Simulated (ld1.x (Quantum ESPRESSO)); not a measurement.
**Pseudopotential generation: Fe (part 2 of 2)**

The same run, continued: iron (Fe, Z = 26), core [Ne], reference valence 3s2 3p6 3d6 4s1 4p0 (an ion of charge +1), valence charge 16. Method: ultrasoft potential, PBE, scalar-relativistic, made with ld1.x (Quantum ESPRESSO) 7.5.

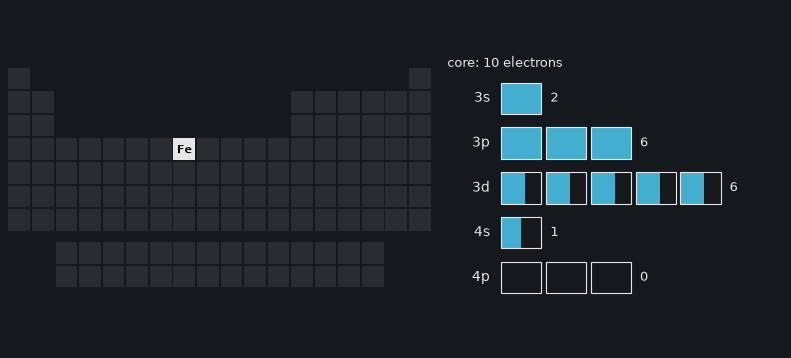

Left, the place of iron in the periodic table; right, the valence shells of the reference configuration: a box for each of the 2l + 1 orbitals, shaded by the share of the shell that is filled, with the electron count at the right.

## Output of the test run (extracts), continued
```
     ---------------------- Testing the pseudopotential ----------------------

     Fe
     scalar relativistic calculation

     atomic number is 26.00   valence charge is 16.00
     dft =PBE   lsd =0 sic =0 latt =0  beta=0.20 tr2=1.0E-14
     mesh =1191 r(mesh) = 101.18024 xmin = -7.00 dx = 0.01250

     n l     nl             e AE (Ry)        e PS (Ry)    De AE-PS (Ry)
     1 0     3S   1( 2.00)       -9.64074       -9.63752       -0.00322
     2 1     3P   1( 6.00)       -7.12652       -7.11878       -0.00774  !
     3 2     3D   1( 5.00)       -3.17627       -3.16928       -0.00699  !
     2 0     4S   1( 0.00)       -2.30054       -2.03171       -0.26883  !
     3 1     4P   1( 0.00)       -1.77381       -1.61958       -0.15423  !

     eps = 4.5E-15  iter = 13

     Etot =   -2540.554477 Ry,   -1270.277238 Ha,  -34566.004573 eV
     Etotps =  -279.365000 Ry,    -139.682500 Ha,   -3800.954464 eV
     dEtot_ae =       3.706272 Ry
     dEtot_ps =       3.553875 Ry,   Delta E=       0.152396 Ry

     Ekin =      99.773220 Ry,      49.886610 Ha,    1357.483807 eV
     Encl =    -522.506858 Ry,    -261.253429 Ha,   -7109.067962 eV
     Ehrt =     172.305059 Ry,      86.152530 Ha,    2344.329759 eV
     Ecxc =     -62.216962 Ry,     -31.108481 Ha,    -846.504890 eV
     (Ecc =     -35.668399 Ry,     -17.834200 Ha,    -485.293293 eV)
     Epseu=      33.280541 Ry,      16.640270 Ha,     452.804823 eV

     ---------------------- End of pseudopotential test ----------------------

     ---------------------- Testing the pseudopotential ----------------------

     Fe
     scalar relativistic calculation

     atomic number is 26.00   valence charge is 16.00
     dft =PBE   lsd =0 sic =0 latt =0  beta=0.20 tr2=1.0E-14
     mesh =1191 r(mesh) = 101.18024 xmin = -7.00 dx = 0.01250

     n l     nl             e AE (Ry)        e PS (Ry)    De AE-PS (Ry)
     1 0     3S   1( 2.00)       -7.20920       -7.31003        0.10083  !
     2 1     3P   1( 6.00)       -4.71262       -4.81102        0.09840  !
     3 2     3D   1( 6.00)       -0.84863       -0.94186        0.09323  !
     2 0     4S   1( 1.50)       -0.63870       -0.55825       -0.08045  !
     3 1     4P   1( 0.00)       -0.30701       -0.29863       -0.00839  !

     eps = 3.6E-15  iter = 18

     Etot =   -2544.646255 Ry,   -1272.323128 Ha,  -34621.676053 eV
     Etotps =  -283.256315 Ry,    -141.628158 Ha,   -3853.898503 eV
     dEtot_ae =      -0.385507 Ry
     dEtot_ps =      -0.337440 Ry,   Delta E=      -0.048067 Ry

     Ekin =     108.225849 Ry,      54.112925 Ha,    1472.487696 eV
     Encl =    -560.916198 Ry,    -280.458099 Ha,   -7631.653653 eV
     Ehrt =     204.571029 Ry,     102.285514 Ha,    2783.330641 eV
     Ecxc =     -63.889037 Ry,     -31.944518 Ha,    -869.254628 eV
     (Ecc =     -35.668399 Ry,     -17.834200 Ha,    -485.293293 eV)
     Epseu=      28.752041 Ry,      14.376020 Ha,     391.191440 eV

     ---------------------- End of pseudopotential test ----------------------

     ---------------------- Testing the pseudopotential ----------------------

     Fe
     scalar relativistic calculation

     atomic number is 26.00   valence charge is 16.00
     dft =PBE   lsd =0 sic =0 latt =0  beta=0.20 tr2=1.0E-14
     mesh =1191 r(mesh) = 101.18024 xmin = -7.00 dx = 0.01250

     n l     nl             e AE (Ry)        e PS (Ry)    De AE-PS (Ry)
     1 0     3S   1( 2.00)       -6.72872       -6.81763        0.08891  !
     2 1     3P   1( 6.00)       -4.23729       -4.32407        0.08677  !
     3 2     3D   1( 6.50)       -0.40285       -0.48627        0.08342  !
     2 0     4S   1( 1.50)       -0.34832       -0.29389       -0.05443  !
     3 1     4P   1( 0.00)       -0.07918       -0.08489        0.00571  !

     eps = 3.5E-15  iter = 22

     Etot =   -2544.955774 Ry,   -1272.477887 Ha,  -34625.887277 eV
     Etotps =  -283.610021 Ry,    -141.805011 Ha,   -3858.710915 eV
     dEtot_ae =      -0.695026 Ry
     dEtot_ps =      -0.691146 Ry,   Delta E=      -0.003880 Ry

     Ekin =     110.259784 Ry,      55.129892 Ha,    1500.160792 eV
     Encl =    -569.133898 Ry,    -284.566949 Ha,   -7743.461156 eV
     Ehrt =     211.855217 Ry,     105.927608 Ha,    2882.437065 eV
     Ecxc =     -64.288889 Ry,     -32.144445 Ha,    -874.694901 eV
     (Ecc =     -35.668399 Ry,     -17.834200 Ha,    -485.293293 eV)
     Epseu=      27.697765 Ry,      13.848882 Ha,     376.847285 eV

     ---------------------- End of pseudopotential test ----------------------

     ---------------------- Testing the pseudopotential ----------------------

     Fe
     scalar relativistic calculation

     atomic number is 26.00   valence charge is 16.00
     dft =PBE   lsd =0 sic =0 latt =0  beta=0.20 tr2=1.0E-14
     mesh =1191 r(mesh) = 101.18024 xmin = -7.00 dx = 0.01250

     n l     nl             e AE (Ry)        e PS (Ry)    De AE-PS (Ry)
     1 0     3S   1( 2.00)       -6.57666       -6.63024        0.05358  !
     2 1     3P   1( 6.00)       -4.08978       -4.14090        0.05112  !
     3 2     3D   1( 7.00)       -0.28033       -0.33086        0.05053  !
     2 0     4S   1( 1.00)       -0.31273       -0.25321       -0.05952  !
     3 1     4P   1( 0.00)       -0.06376       -0.06408        0.00033

     eps = 3.2E-15  iter = 19

     Etot =   -2544.960455 Ry,   -1272.480228 Ha,  -34625.950962 eV
     Etotps =  -283.676374 Ry,    -141.838187 Ha,   -3859.613695 eV
     dEtot_ae =      -0.699707 Ry
     dEtot_ps =      -0.757499 Ry,   Delta E=       0.057792 Ry

     Ekin =     111.755176 Ry,      55.877588 Ha,    1520.506623 eV
     Encl =    -572.379554 Ry,    -286.189777 Ha,   -7787.620564 eV
     Ehrt =     214.502265 Ry,     107.251133 Ha,    2918.451995 eV
     Ecxc =     -64.484159 Ry,     -32.242079 Ha,    -877.351673 eV
     (Ecc =     -35.668399 Ry,     -17.834200 Ha,    -485.293293 eV)
     Epseu=      26.929898 Ry,      13.464949 Ha,     366.399923 eV

     ---------------------- End of pseudopotential test ----------------------

     ---------------------- Testing the pseudopotential ----------------------

     Fe
     scalar relativistic calculation

     atomic number is 26.00   valence charge is 16.00
     dft =PBE   lsd =0 sic =0 latt =0  beta=0.20 tr2=1.0E-14
     mesh =1191 r(mesh) = 101.18024 xmin = -7.00 dx = 0.01250

     n l     nl             e AE (Ry)        e PS (Ry)    De AE-PS (Ry)
     1 0     3S   1( 2.00)       -7.14954       -7.22915        0.07960  !
     2 1     3P   1( 6.00)       -4.65294       -4.73147        0.07853  !
     3 2     3D   1( 6.00)       -0.78198       -0.85876        0.07678  !
     2 0     4S   1( 0.00)       -0.53031       -0.44383       -0.08648  !
     3 1     4P   1( 2.00)       -0.20297       -0.19337       -0.00960  !

     eps = 1.6E-15  iter = 22

     Etot =   -2544.280874 Ry,   -1272.140437 Ha,  -34616.704793 eV
     Etotps =  -282.997699 Ry,    -141.498849 Ha,   -3850.379843 eV
     dEtot_ae =      -0.020126 Ry
     dEtot_ps =      -0.078823 Ry,   Delta E=       0.058697 Ry

     Ekin =     109.273088 Ry,      54.636544 Ha,    1486.736105 eV
     Encl =    -562.359165 Ry,    -281.179583 Ha,   -7651.286226 eV
     Ehrt =     205.907931 Ry,     102.953966 Ha,    2801.520124 eV
     Ecxc =     -63.960348 Ry,     -31.980174 Ha,    -870.224865 eV
     (Ecc =     -35.668399 Ry,     -17.834200 Ha,    -485.293293 eV)
     Epseu=      28.140795 Ry,      14.070397 Ha,     382.875018 eV

     ---------------------- End of pseudopotential test ----------------------
```

## Summary

- outcome: generated, but the overlap operator is not positive, so unusable; the Bessel test doesn't meet the 3s level; the pseudo-atom misses its reference levels by up to 1.53 eV (4s)
- reference test: the pseudo-atom misses its own reference levels by up to 1.53 eV
- largest excitation error: +2073 meV (all-electron minus pseudo) for 3s2 3p6 3d5 4s0 4p0, out of 7 test configurations
- lowest eigenvalue of the overlap operator S in a Bessel basis (separate test): -0.13 (p channel); it is negative, so in a basis up to 400 Ry S is not positive definite
- range over which the phases arctan(r u′/u) at the test radius agree within 0.05 rad (a looser test near the poles than one of phase shifts): s: nowhere near the reference energy; p: nowhere near the reference energy; d: not judged, since its reference level lies on a steep step
- hardware: 1 CPU thread, shared host
- wall time: 2.7 s

## Notes

An excitation error of 2073 meV in its own tests makes this a poorly transferable potential. In the spherical-Bessel test 3s stands at −9.721 Ry at the top cutoff of 400 Ry against −7.537 Ry all-electron and −7.607 Ry from the radial solver of ld1.x; 4s stands at −0.868 Ry at the top cutoff of 400 Ry against −0.906 Ry all-electron and −0.794 Ry from the radial solver of ld1.x; 3d stands at −1.192 Ry at the top cutoff of 400 Ry against −1.173 Ry all-electron and −1.237 Ry from the radial solver of ld1.x. No cutoff can be given, and the search for ghost states has no verdict. The p channel couldn't be tested for ghost states or cutoffs, since the overlap operator isn't positive definite there.
